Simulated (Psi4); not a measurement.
# [S2]2− ([S2]2-), run twice

Wanted: energy and one-electron properties of [S2]2− ([S2]2-), revB3LYP/pcseg-2 (density fitting, ddPCM dichloromethane).

The calculation is run with Psi4 1.11.

6 further runs of the same task are left out: 3 that didn't finish, 3 set aside as unsound or not needed.

## 1. The structure to begin with

[S2]2− has 2 atoms, charge -2, and is taken as a singlet. The coordinates come from a GFN2-xTB relaxation.

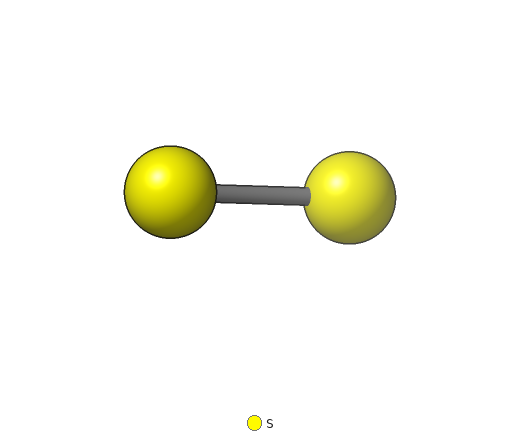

Viewed from a chosen angle; sulfur yellow.

## 2. Try one

File calc.inp:

```
memory 1600 mb

molecule {
  -2 1
  S
  S 1 r2

  r2 = 2.043631
  symmetry c1
}

set {
  scf_type df
  docc [16]
  ddx true
  ddx_model pcm
  ddx_solvent dichloromethane
  ddx_radii_set uff
}

E, wfn = energy('revb3lyp/pcseg-2', return_wfn=True)
oeprop(wfn, 'WIBERG_LOWDIN_INDICES', 'ESP_AT_NUCLEI', 'MBIS_CHARGES', title='REVB3LYP')
print_variables()
```

Launch:

```
$ psi4 -i calc.inp -o calc.out -n 1
```

calc.out:

```text
Psi4 1.11 release

  PCM or DDX continuum solvation does not make use of molecular symmetry: further calculations in C1 point group.

   => Loading Basis Set <=

    Name: PCSEG-2
    Role: ORBITAL
    Keyword: BASIS

RuntimeError:
Fatal Error: Got 16 alpha electrons, expected 17.
DOCC and SOCC must specify the occupation of all electrons or none.

Printing out the relevant lines from the Psithon --> Python processed input file:
    core.set_global_option("DOCC", [16])
    core.set_global_option("DDX", "true")
    core.set_global_option("DDX_MODEL", "pcm")
    core.set_global_option("DDX_SOLVENT", "dichloromethane")
    core.set_global_option("DDX_RADII_SET", "uff")
--> E, wfn = energy('revb3lyp/pcseg-2', return_wfn=True)
    oeprop(wfn, 'WIBERG_LOWDIN_INDICES', 'ESP_AT_NUCLEI', 'MBIS_CHARGES', title='REVB3LYP')
    print_variables()

!----------------------------------------------------------------------------------!
!                                                                                  !
! Fatal Error: Got 16 alpha electrons, expected 17.                                !
! DOCC and SOCC must specify the occupation of all electrons or none.              !
!                                                                                  !
!----------------------------------------------------------------------------------!

    Psi4 run time: 0:00:00.12
```

Wall time 1.1 s (1 thread of Intel Xeon Platinum 8488C (Sapphire Rapids), shared host); peak memory 0.14 GiB.

## 3. Diagnosis

The input was rejected.

The log says `Fatal Error: Got 16 alpha electrons, expected 17.`. The fault: the orbital occupation or active space doesn't match the electron count or the lowest state. To mend it: docc at its default in place of (16).

## 4. Second attempt

File job.in:

```
memory 1.6 GB

molecule {
  -2 1
  S
  S 1 R2

  R2 = 2.043631
  symmetry c1
}

set scf_type df
set ddx true
set ddx_model pcm
set ddx_solvent dichloromethane
set ddx_radii_set uff

e_tot, wfn = energy('revb3lyp/pcseg-2', return_wfn=True)
oeprop(wfn, 'WIBERG_LOWDIN_INDICES', 'ESP_AT_NUCLEI', 'MBIS_CHARGES', title='REVB3LYP')
```

Launch:

```
$ psi4 -n 1 job.in job.out
```

job.out:

```text
[...]
  Running in c1 symmetry.
[...]
  Nuclear repulsion =   66.288564780784782
[...]
  Multiplicity = 1
[...]
  Nalpha       = 17
  Nbeta        = 17
[...]
    Number of basis functions: 68
[...]
   @DF-RKS iter   1:  -796.14286677727773   -3.18454e-01   9.79901e-03 ADIIS/DIIS
[...]
   @DF-RKS iter   7:  -796.42222823104748   -5.42138e-09   1.27833e-07 DIIS
[...]
    Orbital Energies [Eh]
    ---------------------
    Doubly Occupied:
       1A    -88.670450     2A    -88.670449     3A     -7.782783
       4A     -7.782701     5A     -5.748290     6A     -5.747960
       7A     -5.740551     8A     -5.740551     9A     -5.740529
      10A     -5.740529    11A     -0.625987    12A     -0.454723
      13A     -0.224376    14A     -0.195946    15A     -0.195946
      16A     -0.087038    17A     -0.087038
[...]
  @DF-RKS Final Energy:  -796.42222823104748
   => Energetics <=
    Nuclear Repulsion Energy =             66.2885647807847818
    One-Electron Energy =               -1248.8365198827771110
    Two-Electron Energy =                 428.0079349315194008
    DFT Exchange-Correlation Energy =     -41.5335614448647661
    Empirical Dispersion Energy =           0.0000000000000000
    VV10 Nonlocal Energy =                  0.0000000000000000
    DD Solvation Energy =                 -0.3486466157097071
    Total Energy =                       -796.4222282310473702
[...]
 Multipole Moments:
 ------------------------------------------------------------------------------------
     Multipole            Electronic (a.u.)      Nuclear  (a.u.)        Total (a.u.)
 ------------------------------------------------------------------------------------
 L = 1.  Multiply by 2.5417464519 to convert [e a0] to [Debye]
 Dipole X            :          0.0000000            0.0000000            0.0000000
 Dipole Y            :          0.0000000            0.0000000            0.0000000
 Dipole Z            :          0.0000000            0.0000000            0.0000000
 Magnitude           :                                                    0.0000000
[...]
```

Wall time 3.6 s (1 thread of Intel Xeon Platinum 8488C (Sapphire Rapids), shared host); peak memory 0.28 GiB.

Atomic charges (e):

| atom | MBIS |
| --- | --- |
| S1 | -1.000 |
| S2 | -1.000 |

## 5. What came out

At revB3LYP/pcseg-2 (density fitting, ddPCM dichloromethane):

| quantity | value |
| --- | --- |
| total energy | -796.42223 Eh |
| HOMO energy | -2.37 eV |
| LUMO energy | 2.10 eV |
| HOMO–LUMO gap (to an unbound level, set by the basis) | 4.47 eV |
| solvent term in the energy | -915.4 kJ/mol |
